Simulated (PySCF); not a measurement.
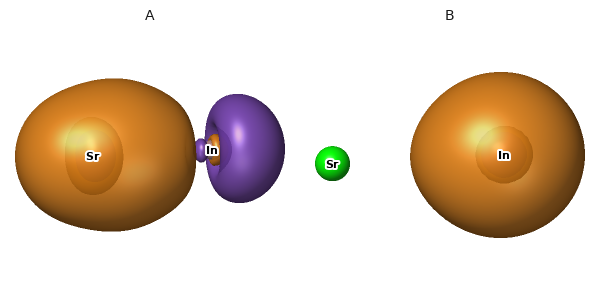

Figure 1: SrIn (charge +1). Two frontier orbitals, each drawn at the value that holds 80 % of its norm (orange and purple are the two phases), in no order; of a degenerate pair one member is drawn.

Core potentials replace the inner electrons of Sr and In.

Level of theory: PBE0/def2-SVPD, non-relativistic Hamiltonian with scalar-relativistic core potentials where named, at a bond length of 3.812 Å (PySCF).

Question: Label each orbital by symmetry, say whether it is occupied, and order them by energy.

Answer: Orbital B: σ, occupied, −13.37 eV; mainly on In (95 %).
Orbital A: σ, occupied, −8.23 eV; shared between the atoms (Sr 60 %, In 40 %).
